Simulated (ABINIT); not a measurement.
# SiC (F-43m): one start, several treatments of the self-energy

How much does the gap of SiC (F-43m) depend on the approximation to the self-energy?

Method: PBE and many-body steps on it, plane waves, in ABINIT 10.8.3.

**Experimental background.**

- Gap 2.39 eV: band gap at cryogenic temperature; bulk crystal (literature value) (quoted in “Silicon carbide diodes for neutron detection”, 2020, arxiv:2009.14696).

- Gap 2.4 eV: Tauc optical (indirect) gap of annealed polycrystalline 3C-SiC; UV-VIS spectroscopic ellipsometry, Tauc analysis; film (CVD ultrathin polycrystalline film, annealed, about 5 nm grains) (“On-Demand CMOS-Compatible Fabrication of Ultrathin Self-Aligned SiC Nanowire Arrays”, 2018, pmc:6267454).

### Step 1. The structure

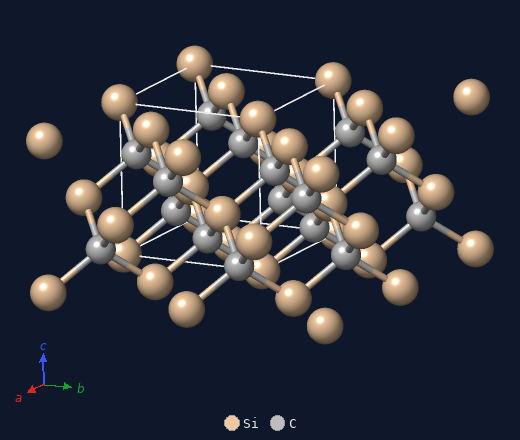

The cell as given, slightly off an axis (silicon light orange, carbon light grey). 2×2×1 cells are drawn. This picture shows the conventional cell, with its axes. Bonds to atoms that aren't drawn are left out. Some periodic images of atoms are drawn too.

The cell and positions come from the Crystallography Open Database and are kept as given unless a step says otherwise.

### Step 2. Empty states on the mesh, 6×6×6 mesh, 98 bands

This step: ABINIT 10.8.3; DFT, PBE, plane waves, norm-conserving pseudopotentials.

The sums over transitions need many empty states on a uniform mesh; this step solves for them.

Contents of run.abi:

```
acell 3*1.0 Angstrom
rprim 
  -0.000000000000 2.179000000000 2.179000000000
  2.179000000000 -0.000000000000 2.179000000000
  2.179000000000 2.179000000000 -0.000000000000
ntypat 2
znucl 14 6
natom 2
typat 1 2
xred 
  0.000000000000 0.000000000000 0.000000000000
  0.250000000000 0.250000000000 0.250000000000
pp_dirpath "pseudos"
pseudos "Si.upf, C.upf"
ecut 37
ngkpt 6 6 6
nshiftk 1
shiftk 0 0 0
kptopt 1
chksymbreak 0
irdden 1
istwfk *1
nband 98
prtvol 0
optdriver 6
gwr_task "HDIAGO"
paral_kgb 0
occopt 1
indata_prefix "in"
outdata_prefix "out"
tmpdata_prefix "tmp"
```

On the command line:

```bash
$ OMP_NUM_THREADS=1 mpirun -n 8 abinit run.abi > log
```

The program printed:

```text
.Version 10.8.3 of ABINIT. v10.8.2 released Aug 2026.

 Symmetries : space group F-4 3 m (#216); Bravais cF (face-center cubic)
[... echo of the input left out ...]
== DATASET  1 ==================================================================
-   mpi_nproc: 8, omp_nthreads: 1 (-1 if OMP is not activated)

--- !DatasetInfo
iteration_state: {dtset: 1, }
dimensions: {natom: 2, nkpt: 16, mband: 98, nsppol: 1, nspinor: 1, nspden: 1, mpw: 1524, }
cutoff_energies: {ecut:  37.0, pawecutdg:  -1.0, }
[...]
Indirect band gap semiconductor
 Fundamental gap:     1.361 (eV)
   VBM:     6.835 (eV) at k: [ 0.0000E+00,  0.0000E+00,  0.0000E+00]
   CBM:     8.196 (eV) at k: [ 5.0000E-01,  5.0000E-01,  0.0000E+00]
 Direct gap:         4.553 (eV) at k: [ 5.0000E-01,  5.0000E-01,  0.0000E+00]

== END DATASET(S) ==============================================================
================================================================================

 -outvars: echo values of variables after computation  --------
           etotal      0.0000000000E+00
            nband          98
             nkpt          16
          spgroup         216
 [... the other variables as echoed above ...]

 Calculation completed.
```

The job ended after 14 s (8 MPI ranks of Arm Neoverse N1, shared host; peak memory 1.5 GiB).

This step gave:

- gap: 1.361 eV
- k of the valence top: 0, 0, 0
- k of the conduction bottom: 0.5, 0.5, 0
- least direct gap: 4.553 eV
- k points computed: 16
- lowest point of the top converged band, above the valence top: 128.6364 eV

On this mesh the gap is 1.361 eV.

The density comes from a self-consistent run that is not shown.

### Step 3. Screening, 6×6×6 mesh, 90 bands, screening to 228.6 eV

The RPA dielectric matrix is built and inverted for each q.

This step: RPA screening on PBE, plane waves, norm-conserving pseudopotentials.

Changes to run.abi since step 2:

```diff
@@ -20,10 +20,11 @@
 chksymbreak 0
-irdden 1
 istwfk *1
-nband 98
-prtvol 0
-optdriver 6
-gwr_task "HDIAGO"
-paral_kgb 0
 occopt 1
+irdwfk 1
+optdriver 3
+nband 90
+ecuteps 8.4
+inclvkb 2
+awtr 1
+symchi 1
 indata_prefix "in"
```

The program printed:

```text
.Version 10.8.3 of ABINIT. v10.8.2 released Aug 2026.

 Symmetries : space group F-4 3 m (#216); Bravais cF (face-center cubic)
[... echo of the input left out ...]
== DATASET  1 ==================================================================
-   mpi_nproc: 8, omp_nthreads: 1 (-1 if OMP is not activated)

--- !DatasetInfo
iteration_state: {dtset: 1, }
dimensions: {natom: 2, nkpt: 16, mband: 90, nsppol: 1, nspinor: 1, nspden: 1, mpw: 1524, }
cutoff_energies: {ecut:  37.0, pawecutdg:  -1.0, }
electrons: {nelect:   8.00000000E+00, charge:   0.00000000E+00, occopt:   1.00000000E+00, tsmear:   1.00000000E-02, }

 SCREENING: Calculation of the susceptibility and dielectric matrices

 Based on a program developped by R.W. Godby, V. Olevano, G. Onida, and L. Reining.
 Incorporated in ABINIT by V. Olevano, G.-M. Rignanese, and M. Torrent.
.Using double precision arithmetic ; gwpc =  8

[... cell and pseudopotentials left out ...]
--------------------------------------------------------------------------------

 ==== K-mesh for the wavefunctions ====
 Number of points in the irreducible wedge :    16
[... list of points left out ...]
 Together with 24 symmetry operations and time-reversal symmetry
 yields   216 points in the full Brillouin Zone.

 ==== Q-mesh for the screening function ====
 Number of points in the irreducible wedge :    16
[... list of points left out ...]
 Together with 24 symmetry operations and time-reversal symmetry
 yields   216 points in the full Brillouin Zone.

 setmesh: FFT mesh size selected  =    24x   24x   24
          total number of points  =        13824

 vcoul_init : cutoff-mode = AUXILIARY_FUNCTION
 q-points for optical limit:   1
     1)      0.000010    0.000020    0.000030

- screening: taking advantage of time-reversal symmetry
- Maximum band index for partially occupied states nbvw = 4
- Remaining bands to be divided among processors   nbcw = 86
- Number of bands treated by each node ~10

 Number of electrons calculated from density =    8.0000; Expected =    8.0000
 average of density, n =  0.057292
 r_s =    1.6092
 omega_plasma =   23.0888 [eV]

 calculating chi0 at frequencies [eV] :
  1    0.000000E+00    0.000000E+00
  2    0.000000E+00    2.308880E+01

--------------------------------------------------------------------------------
  q-point number  1        q = ( 0.000000, 0.000000, 0.000000) [r.l.u.]
--------------------------------------------------------------------------------
[... chi0 elements left out ...]
 For q-point:  0.000010 0.000020 0.000030
  dielectric constant =   7.0815
  dielectric constant without local fields =   7.7434

  Average fulfillment of the sum rule on Im[epsilon] for q-point    1 :     90.05  [%]
[... wings left out ...]
  q-point number  2        q = ( 0.166667, 0.000000, 0.000000) [r.l.u.]
--------------------------------------------------------------------------------
[... chi0 elements left out ...]
  Average fulfillment of the sum rule on Im[epsilon] for q-point    2 :     95.46  [%]

 [... 14 further q-points ...]
```

Run time: 53 s. Hardware: 8 MPI ranks; peak memory 1.1 GiB.

Numbers from this step:

```yaml
eps_infinity_with_local_fields_on_this_mesh_along_the_program_s_q_direction: 7.082
the_same_without_local_fields: 7.743
plasma_frequency: 23.09 eV
plane_waves_in_the_screening_matrix: 169
```

Local fields lower ε∞ by 9 %.

### Step 4. G0W0, Godby-Needs plasmon pole

The self-energy is evaluated for the states that the input lists, and the levels follow from it, in one-shot runs by the linearised quasiparticle equation.

This step: G0W0 on PBE, plane waves, norm-conserving pseudopotentials.

Changes to run.abi since step 3:

```diff
@@ -23,8 +23,17 @@
 irdwfk 1
-optdriver 3
+optdriver 4
 nband 90
+gwcalctyp 0
+ecutsigx 37
+symsigma 1
+nkptgw 2
+kptgw 
+  0.0000000000 0.0000000000 0.0000000000
+  0.5000000000 0.5000000000 0.0000000000
+bdgw 
+  2 8
+  3 6
 ecuteps 8.4
-inclvkb 2
-awtr 1
-symchi 1
+irdscr 1
+ppmodel 1
 indata_prefix "in"
```

The program printed:

```text
.Version 10.8.3 of ABINIT. v10.8.2 released Aug 2026.

 Symmetries : space group F-4 3 m (#216); Bravais cF (face-center cubic)
[... echo of the input left out ...]
== DATASET  1 ==================================================================
-   mpi_nproc: 8, omp_nthreads: 1 (-1 if OMP is not activated)

--- !DatasetInfo
iteration_state: {dtset: 1, }
dimensions: {natom: 2, nkpt: 16, mband: 90, nsppol: 1, nspinor: 1, nspden: 1, mpw: 1524, }
cutoff_energies: {ecut:  37.0, pawecutdg:  -1.0, }
electrons: {nelect:   8.00000000E+00, charge:   0.00000000E+00, occopt:   1.00000000E+00, tsmear:   1.00000000E-02, }

 SIGMA: Calculation of the GW corrections

 Based on a program developped by R.W. Godby, V. Olevano, G. Onida, and L. Reining.
 Incorporated in ABINIT by V. Olevano, G.-M. Rignanese, and M. Torrent.
.Using double precision arithmetic ; gwpc =  8

[... cell and pseudopotentials left out ...]
--------------------------------------------------------------------------------

 ==== K-mesh for the wavefunctions ====
 Number of points in the irreducible wedge :    16
[... list of points left out ...]
 Together with 24 symmetry operations and time-reversal symmetry
 yields   216 points in the full Brillouin Zone.

 ==== Q-mesh for screening function ====
 Number of points in the irreducible wedge :    16
[... list of points left out ...]
 Together with 24 symmetry operations and time-reversal symmetry
 yields   216 points in the full Brillouin Zone.

 vcoul_init : cutoff-mode = AUXILIARY_FUNCTION
 q-points for optical limit:   1
     1)      0.000010    0.000020    0.000030
 setmesh: FFT mesh size selected  =    32x   32x   32
          total number of points  =        32768

 Number of electrons calculated from density =    8.0000; Expected =    8.0000
 average of density, n =  0.057292
 r_s =    1.6092
 omega_plasma =   23.0888 [eV]

 === KS Band Gaps ===
  >>>> For spin  1
   Minimum direct gap =   4.5530 [eV], located at k-point      :   0.5000  0.5000  0.0000
   Fundamental gap    =   1.3613 [eV], Top of valence bands at :   0.0000  0.0000  0.0000
                                       Bottom of conduction at :   0.5000  0.5000  0.0000
 SIGMA fundamental parameters:
 PLASMON POLE MODEL  1
 number of plane-waves for SigmaX                 1459
 number of plane-waves for SigmaC and W            169
 number of plane-waves for wavefunctions          1459
 number of bands                                    90
 number of independent spin polarizations            1
 number of spinorial components                      1
 number of k-points in IBZ                          16
 number of q-points in IBZ                          16
 number of symmetry operations                      24
 number of k-points in BZ                          216
 number of q-points in BZ                          216
 number of frequencies for dSigma/dE                 9
 frequency step for dSigma/dE [eV]                0.25
 number of omega for Sigma on real axis              0
 max omega for Sigma on real axis  [eV]           0.00
 zcut for avoiding poles [eV]                     0.10

 EPSILON^-1 parameters (SCR file):
 dimension of the eps^-1 matrix on file            169
 dimension of the eps^-1 matrix used               169
 number of plane-waves for wavefunctions          1459
 number of bands                                    90
 number of q-points in IBZ                          16
 number of frequencies                               2
 number of real frequencies                          1
 number of imag frequencies                          1

 matrix elements of self-energy operator (all in [eV])

 Perturbative Calculation

--- !SelfEnergy_ee
iteration_state: {dtset: 1, }
kpoint     : [   0.000,    0.000,    0.000, ]
spin       : 1
KS_gap     :    6.223
QP_gap     :    7.129
Delta_QP_KS:    0.906
data: !SigmaeeData |
     Band     E0 <VxcDFT>   SigX SigC(E0)      Z dSigC/dE  Sig(E)    E-E0       E
        2   6.835 -14.930 -17.579   1.945   0.792  -0.262 -15.488  -0.558   6.277
        3   6.835 -14.930 -17.579   1.945   0.792  -0.262 -15.488  -0.558   6.277
        4   6.835 -14.930 -17.579   1.945   0.792  -0.262 -15.488  -0.558   6.277
        5  13.058 -13.213  -7.543  -5.229   0.790  -0.266 -12.865   0.348  13.406
        6  14.146 -11.327  -5.827  -5.099   0.806  -0.241 -11.003   0.323  14.470
        7  14.146 -11.327  -5.827  -5.099   0.806  -0.241 -11.003   0.323  14.470
        8  14.146 -11.327  -5.827  -5.099   0.806  -0.241 -11.003   0.323  14.470

--- !SelfEnergy_ee
iteration_state: {dtset: 1, }
kpoint     : [   0.500,    0.500,    0.000, ]
spin       : 1
KS_gap     :    4.553
QP_gap     :    5.581
Delta_QP_KS:    1.028
data: !SigmaeeData |
     Band     E0 <VxcDFT>   SigX SigC(E0)      Z dSigC/dE  Sig(E)    E-E0       E
        3   3.643 -13.567 -17.441   2.761   0.783  -0.277 -14.438  -0.871   2.772
        4   3.643 -13.567 -17.441   2.761   0.783  -0.277 -14.438  -0.871   2.772
        5   8.196 -10.505  -6.372  -3.942   0.820  -0.219 -10.348   0.157   8.354
        6  11.168 -10.770  -5.961  -4.408   0.822  -0.216 -10.440   0.329  11.498

== END DATASET(S) ==============================================================
================================================================================

 -outvars: echo values of variables after computation  --------
           etotal      0.0000000000E+00
            nband          90
             nkpt          16
          spgroup         216
 [... the other variables as echoed above ...]

 Calculation completed.
```

Wall time 11 s (8 MPI ranks); peak memory 1.1 GiB; 87 s of CPU time.

Numbers from this step:

- G0W0 gap on the points computed: 2.077 eV
- starting gap on the mesh: 1.361 eV
- k of the valence top: 0, 0, 0
- k of the conduction bottom: 0.5, 0.5, 0
- Z at the valence top: 0.792
- Z at the conduction bottom: 0.82
- least direct G0W0 gap on the computed points: 5.582 eV

The gap on the mesh goes from 1.36 eV to 2.08 eV, a correction of +0.72 eV.

### Step 5. G0W0, Hybertsen-Louie plasmon pole

Changes to run.abi since step 4:

```diff
@@ -37,3 +37,3 @@
 irdscr 1
-ppmodel 1
+ppmodel 2
 indata_prefix "in"
```

The program printed:

```text
.Version 10.8.3 of ABINIT. v10.8.2 released Aug 2026.

 Symmetries : space group F-4 3 m (#216); Bravais cF (face-center cubic)
[... echo of the input left out ...]
== DATASET  1 ==================================================================
-   mpi_nproc: 8, omp_nthreads: 1 (-1 if OMP is not activated)

--- !DatasetInfo
iteration_state: {dtset: 1, }
dimensions: {natom: 2, nkpt: 16, mband: 90, nsppol: 1, nspinor: 1, nspden: 1, mpw: 1524, }
cutoff_energies: {ecut:  37.0, pawecutdg:  -1.0, }
electrons: {nelect:   8.00000000E+00, charge:   0.00000000E+00, occopt:   1.00000000E+00, tsmear:   1.00000000E-02, }

 SIGMA: Calculation of the GW corrections

 Based on a program developped by R.W. Godby, V. Olevano, G. Onida, and L. Reining.
 Incorporated in ABINIT by V. Olevano, G.-M. Rignanese, and M. Torrent.
.Using double precision arithmetic ; gwpc =  8

[... cell and pseudopotentials left out ...]
--------------------------------------------------------------------------------

 ==== K-mesh for the wavefunctions ====
 Number of points in the irreducible wedge :    16
[... list of points left out ...]
 Together with 24 symmetry operations and time-reversal symmetry
 yields   216 points in the full Brillouin Zone.

 ==== Q-mesh for screening function ====
 Number of points in the irreducible wedge :    16
[... list of points left out ...]
 Together with 24 symmetry operations and time-reversal symmetry
 yields   216 points in the full Brillouin Zone.

 vcoul_init : cutoff-mode = AUXILIARY_FUNCTION
 q-points for optical limit:   1
     1)      0.000010    0.000020    0.000030
 setmesh: FFT mesh size selected  =    32x   32x   32
          total number of points  =        32768

 Number of electrons calculated from density =    8.0000; Expected =    8.0000
[...]
number of omega for Sigma on real axis              0
 max omega for Sigma on real axis  [eV]           0.00
 zcut for avoiding poles [eV]                     0.10

 EPSILON^-1 parameters (SCR file):
 dimension of the eps^-1 matrix on file            169
 dimension of the eps^-1 matrix used               169
 number of plane-waves for wavefunctions          1459
 number of bands                                    90
 number of q-points in IBZ                          16
 number of frequencies                               2
 number of real frequencies                          1
 number of imag frequencies                          1

 matrix elements of self-energy operator (all in [eV])

 Perturbative Calculation

--- !SelfEnergy_ee
iteration_state: {dtset: 1, }
kpoint     : [   0.000,    0.000,    0.000, ]
spin       : 1
KS_gap     :    6.223
QP_gap     :    7.195
Delta_QP_KS:    0.972
data: !SigmaeeData |
     Band     E0 <VxcDFT>   SigX SigC(E0)      Z dSigC/dE  Sig(E)    E-E0       E
        2   6.835 -14.930 -17.579   1.546   0.816  -0.225 -15.830  -0.901   5.934
        3   6.835 -14.930 -17.579   1.546   0.816  -0.225 -15.830  -0.901   5.934
        4   6.835 -14.930 -17.579   1.546   0.816  -0.225 -15.830  -0.901   5.934
[...]
--- !SelfEnergy_ee
iteration_state: {dtset: 1, }
kpoint     : [   0.500,    0.500,    0.000, ]
spin       : 1
KS_gap     :    4.553
QP_gap     :    5.700
Delta_QP_KS:    1.147
data: !SigmaeeData |
     Band     E0 <VxcDFT>   SigX SigC(E0)      Z dSigC/dE  Sig(E)    E-E0       E
[...]
5   8.196 -10.505  -6.372  -4.239   0.838  -0.193 -10.594  -0.088   8.108
        6  11.168 -10.770  -5.961  -4.688   0.839  -0.192 -10.668   0.101  11.270

== END DATASET(S) ==============================================================
================================================================================

 -outvars: echo values of variables after computation  --------
           etotal      0.0000000000E+00
            nband          90
             nkpt          16
          spgroup         216
 [... the other variables as echoed above ...]

 Calculation completed.
```

It took 11 s on 8 MPI ranks; peak memory 1.1 GiB; 85 s of CPU time.

This step gave:

```
G0W0 gap on the points computed              : 2.174 eV
starting gap on the mesh                     : 1.361 eV
k of the valence top                         : 0, 0, 0
k of the conduction bottom                   : 0.5, 0.5, 0
Z at the valence top                         : 0.816
Z at the conduction bottom                   : 0.838
least direct G0W0 gap on the computed points : 5.700 eV
```

Against G0W0 in ABINIT (6×6×6 mesh, 90 bands, screening to 228.6 eV, Godby-Needs plasmon pole), the gap moves by +0.097 eV.

### Step 6. G0W0, von der Linden-Horsch plasmon pole

Changes to run.abi since step 5:

```diff
@@ -37,3 +37,3 @@
 irdscr 1
-ppmodel 2
+ppmodel 3
 indata_prefix "in"
```

The program printed:

```text
.Version 10.8.3 of ABINIT. v10.8.2 released Aug 2026.

 Symmetries : space group F-4 3 m (#216); Bravais cF (face-center cubic)
[... echo of the input left out ...]
== DATASET  1 ==================================================================
-   mpi_nproc: 8, omp_nthreads: 1 (-1 if OMP is not activated)

--- !DatasetInfo
iteration_state: {dtset: 1, }
dimensions: {natom: 2, nkpt: 16, mband: 90, nsppol: 1, nspinor: 1, nspden: 1, mpw: 1524, }
cutoff_energies: {ecut:  37.0, pawecutdg:  -1.0, }
[...]
Band     E0 <VxcDFT>   SigX SigC(E0)      Z dSigC/dE  Sig(E)    E-E0       E
[...]
5   8.196 -10.505  -6.372  -4.371   0.845  -0.183 -10.706  -0.201   7.995
        6  11.168 -10.770  -5.961  -4.831   0.847  -0.180 -10.789  -0.019  11.149

== END DATASET(S) ==============================================================
================================================================================

 -outvars: echo values of variables after computation  --------
           etotal      0.0000000000E+00
            nband          90
             nkpt          16
          spgroup         216
 [... the other variables as echoed above ...]

 Calculation completed.
```

Elapsed: 6.9 s, on 8 MPI ranks; peak memory 1.1 GiB.

Numbers from this step:

* G0W0 gap on the points computed: 2.048 eV
* starting gap on the mesh: 1.361 eV
* k of the valence top: 0, 0, 0
* k of the conduction bottom: 0.5, 0.5, 0
* least direct G0W0 gap on the computed points: 5.635 eV

Against G0W0 in ABINIT (6×6×6 mesh, 90 bands, screening to 228.6 eV, Godby-Needs plasmon pole), the gap moves by −0.029 eV.

(Part 1 of 2 ends here.)

[Paths, hosts, dates, memory and timing lines, banners, echoed tables and standing remarks are left out of the program output.]

[Logs are printed without paths, hosts, clocks, repeated set-up lines and the standing remarks that a program may print on its own settings, such as how far it seeks lower states.]

[Runs of the session that timed out or met a known fault of the program may be left out.]

[Hosts, paths, dates, database ids (printed as entryN), source tags and the programs' standing remarks are cut or masked in the printed files.]

[G0W0 gaps are taken among the corrected bands and points alone; a level outside them can change the order at an edge.]

[Where Ansatz stands beside ABINIT at settings called matched, ABINIT's density can come from a denser mesh and the files from another edition; pairs whose starting gaps differed by over 0.03 eV were left out, so agreement reads better than it is.]
